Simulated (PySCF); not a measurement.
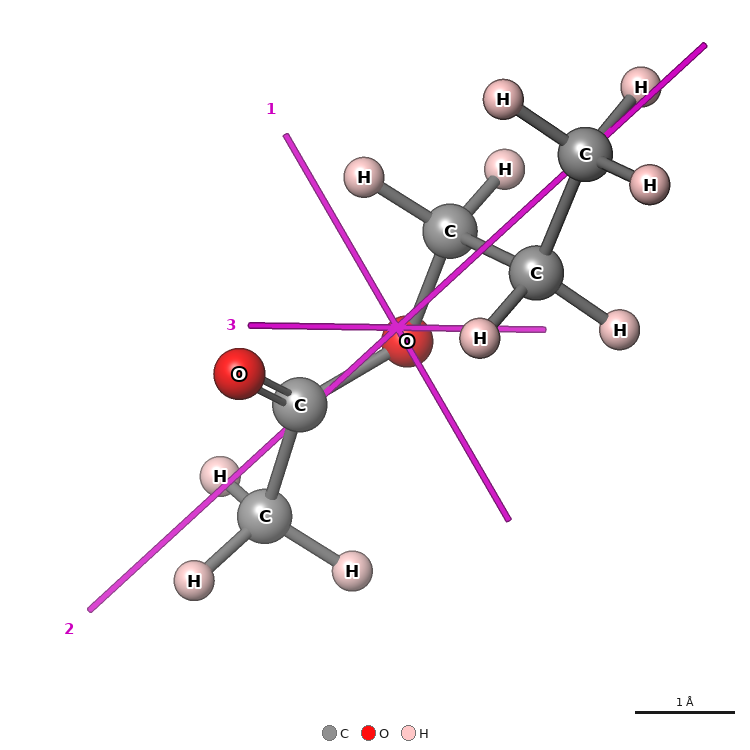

The three principal axes of inertia are drawn and numbered. Distant atoms are faded towards the background colour. The geometry was computed by an optimisation with PBE0-D3(BJ)/def2-TZVP. No frequency run is at hand to confirm it as a minimum. Masses are those of the most abundant isotopes; constants are for the rigid equilibrium geometry.

Which line is the a axis (least moment of inertia), which b and which c?

Answer. a is line 2, b is line 3, c is line 1; the moments are 72.9, 385, 416 u Å².

What kind of rotor is it, and what are its rotational constants in GHz?

Answer. An asymmetric top (C1): A = 6.93, B = 1.31, C = 1.21 GHz. Ray's parameter κ is −0.97, close to the prolate limit.
